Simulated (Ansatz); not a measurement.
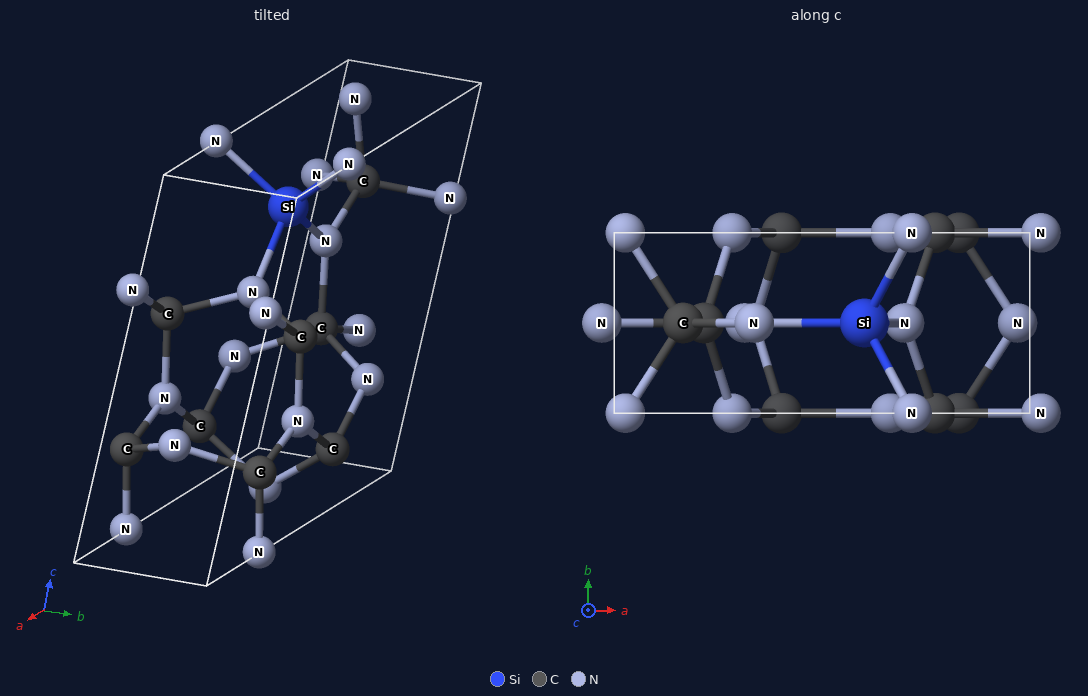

This ball-and-stick model is shown slightly off an axis and along the c axis. Thin lines show the conventional unit cell, with boundary atoms drawn in all their periodic places.

SiC5N8, space group Pm (No. 6), a = 6.555 Å, b = 2.493 Å, c = 6.647 Å, α = 90.00°, β = 118.76°, γ = 90.00°. The initial geometry was a structure type filled with these elements by a generator (whether the compound takes this form wasn't checked). Earlier steps of the study may have refined or changed the cell and positions. A calculation with Ansatz used it as input.

This one geometry was computed with Ansatz (DFT, plane waves, PAW) at four levels of theory: PBE0, r2SCAN, PBE and HSE06. It was relaxed beforehand with r2SCAN.

### Which level gives the highest pressure at this volume, and what does that say about its equilibrium volume?

Highest: PBE (5.8 GPa), which points to the largest equilibrium volume. Lowest, with the smallest volume: PBE0 (-5.3 GPa) and HSE06 (-5.2 GPa). Levels within 0.5 GPa of each other can't be told apart.

### How does the band gap change with the level of theory?

PBE: a gap of 2.81 eV, indirect; r2SCAN: a gap of 3.31 eV, indirect; HSE06: a gap of 4.28 eV, indirect; PBE0: a gap of 5.06 eV, indirect.

### Collect the results in a table.

| level | cutoff (eV) | k-mesh of the run's cell | gap (eV) | pressure (GPa) |
| --- | --- | --- | --- | --- |
| PBE0 | 420 | 4×6×4 | 5.06 | -5.3 |
| r2SCAN | 500 | 4×10×4 | 3.31 | 0.0 |
| PBE | 420 | 4×10×4 | 2.81 | 5.8 |
| HSE06 | 420 | 4×6×4 | 4.28 | -5.2 |

Gaps are taken on the k-mesh or band path of each run.
